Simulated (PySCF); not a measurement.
# Mending a NMR shielding calculation on C₄H₅BCl₂

System: C₄H₅BCl₂, SMILES C=C=C(C)B(Cl)Cl.
Method of run 1: GIAO PBE0/pcSseg-1 NMR shielding, non-relativistic, gas phase (PySCF 2.14.0).

The run did not end well. The geometry comes from this level: GFN2-xTB. Text and figures count atoms from 1; the logs count them from 0 in places.

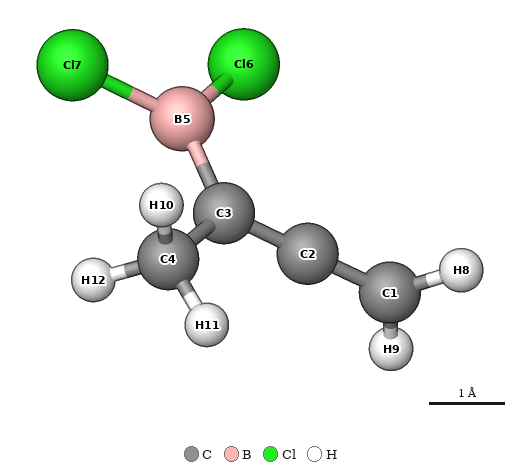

Fig. 1: The structure as given in the input (ball-and-stick view, seen at a tilt; atoms are numbered from 1 in the order of the input). Bond lengths as drawn: B–C 1.55 Å, B–Cl 1.72 to 1.73 Å, C–C 1.29 to 1.51 Å and C–H 1.08 to 1.09 Å.

**The input, run 1**
```
{"job": {"kind": "nmr", "xc": "PBE0", "basis": "pcSseg-1", "pop": true, "scf": {"level_shift": 2.0, "max_cycle": 1}}, "charge": 0, "multiplicity": 1}
C      2.152216    -0.863604     0.041924
C      0.963140    -0.365765     0.023627
C     -0.242303     0.158115     0.011910
C     -1.419092    -0.678561    -0.442125
B     -0.465887     1.623403     0.460619
Cl     0.854212     2.607153     0.983981
Cl    -2.045580     2.313008     0.449768
H      2.546005    -1.363969     0.911909
H      2.809514    -0.798034    -0.810093
H     -2.149169    -0.754766     0.361262
H     -1.096567    -1.675945    -0.727956
H     -1.905292    -0.201720    -1.290852
```

The first line tells a small driver script what to run in PySCF; the rest is the geometry in Å.

Command:
```bash
OMP_NUM_THREADS=1 python <driver script> task.json out
```

Hardware: 1 CPU thread, shared host.

**Output (run 1)**
```
final grid: 106392 points
cycle   1  E = -1099.7472935936  dE =  1.285e+00  |g| = 1.041e+00  |ddm| = 3.133e+00
SCF not converged, last energy = -1099.7472935936
```

Diagnose this run and give a change of the input that cures it.

Some settings of this run were drawn to be unusual or wrong. The run did not converge. At least one of its steps failed, so the values that rest on that step are not results.

A run of the same system that converges differs from this input as follows (lines with − go, lines with + come):
```diff
-"pop": true
-"scf": {"level_shift": 2.0
-"max_cycle": 1}
```

**Output (run 2)**
```
coarse grid: 11784 points
cycle   1  E = -1100.0587479929  dE =  9.344e-01  |g| = 3.573e-01  |ddm| = 3.549e+00
cycle   2  E = -1100.0597360089  dE = -9.880e-04  |g| = 3.723e-01  |ddm| = 6.636e-01
cycle   3  E = -1100.0938087434  dE = -3.407e-02  |g| = 5.168e-02  |ddm| = 3.347e-01
cycle   4  E = -1100.0943509024  dE = -5.422e-04  |g| = 2.912e-02  |ddm| = 1.002e-01
cycle   5  E = -1100.0945642915  dE = -2.134e-04  |g| = 1.035e-02  |ddm| = 4.609e-02
cycle   6  E = -1100.0945904780  dE = -2.619e-05  |g| = 1.733e-03  |ddm| = 9.680e-03
cycle   7  E = -1100.0945911893  dE = -7.113e-07  |g| = 7.252e-04  |ddm| = 2.418e-03
final grid: 106392 points
cycle   8  E = -1100.1324545955  dE = -3.326e-05  |g| = 6.566e-03  |ddm| = 4.158e-02
cycle   9  E = -1100.1324533352  dE =  1.260e-06  |g| = 6.486e-03  |ddm| = 1.540e-02
cycle  10  E = -1100.1324646238  dE = -1.129e-05  |g| = 1.339e-03  |ddm| = 8.470e-03
cycle  11  E = -1100.1324650079  dE = -3.841e-07  |g| = 4.173e-04  |ddm| = 1.509e-03
cycle  12  E = -1100.1324650514  dE = -4.351e-08  |g| = 5.184e-05  |ddm| = 3.449e-04
cycle  13  E = -1100.1324650520  dE = -5.928e-10  |g| = 1.876e-05  |ddm| = 8.238e-05
converged SCF energy = -1100.1324650520

GIAO shielding tensors (ppm)
atom      isotropic    diamagn.    paramagn.     s11        s22        s33       span
  0 C      111.599     263.846    -152.247     22.172    143.293    169.331    147.159
  1 C      -46.755     261.134    -307.888    -78.391    -71.686      9.813     88.204
  2 C       83.597     263.116    -179.519      9.191     83.253    158.348    149.157
  3 C      165.940     245.842     -79.902    153.624    163.780    180.415     26.792
  4 B       45.788     189.871    -144.083     14.317     37.752     85.294     70.976
  5 Cl     711.032    1147.355    -436.322    440.237    773.203    919.657    479.421
  6 Cl     699.913    1147.063    -447.150    438.152    718.742    942.846    504.694
  7 H       26.653      30.083      -3.430     24.619     24.864     30.475      5.856
  8 H       26.653      30.066      -3.414     24.615     24.865     30.478      5.862
  9 H       29.616      29.164       0.453     25.372     28.658     34.818      9.446
 10 H       29.900      30.014      -0.114     25.198     28.677     35.824     10.626
 11 H       29.618      29.168       0.451     25.342     28.718     34.795      9.453
```

**The two runs side by side**

| quantity | run 1 | run 2 |
| --- | --- | --- |
| outcome | not converged | converged |
| total energy (hartree) | – | −1100.132465 |
| HOMO (eV) | – | −7.85 |
| LUMO (eV) | – | −1.84 |
| dipole moment (D) | – | 2.14 |
| shielding of C1 (ppm) | – | 111.6 |
| shielding of C2 (ppm) | – | −46.8 |
| shielding of C3 (ppm) | – | 83.6 |
| shielding of C4 (ppm) | – | 165.9 |
| shielding of B5 (ppm) | – | 45.8 |
| shielding of Cl6 (ppm) | – | 711.0 |
| shielding of Cl7 (ppm) | – | 699.9 |
| SCF iterations | – | 13 |
| basis functions | – | 158 |
| wall time (shared host) | 3.3 s | 24 s |
